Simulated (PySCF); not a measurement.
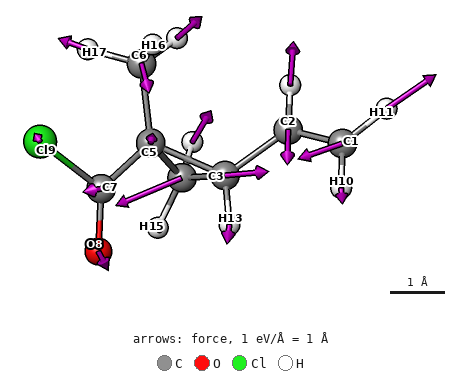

Starting geometry of C₇H₉ClO with the computed forces as purple arrows. A ball-and-stick model, seen face on.

The start comes from GFN2-xTB. Its atoms were then displaced at random by about 0.01 Å.

The calculation used PySCF 2.14.0, density-fitted response routines, PBE0-D3(BJ)/def2-SVP geometry optimisation, gas phase. 

Question: Is this structure relaxed? If not, where do the atoms go?

Answer: It isn't relaxed: the largest force vector, on a C atom, is 1.38 eV/Å. The final displacements follow the starting forces only in part (cosine between the two patterns 0.48). The energy falls by 0.111 eV in 5 geometry steps. An H atom moves most after the best rigid fit: 0.059 Å. Largest moves by element: H 0.059 Å, C 0.044 Å, Cl 0.030 Å, O 0.025 Å. Among the contacts that change: C–C 1.458 → 1.489 Å, C–H 1.063 → 1.093 Å, C–H 1.081 → 1.099 Å, C–C 1.528 → 1.546 Å. Bond angles that change, for instance: C–C–H 120.7° → 118.1°, C–C–H 119.8° → 117.6°, H–C–H 113.6° → 115.7°. Cost: 2.5 min on 1 thread of Arm Neoverse N1 (shared host).
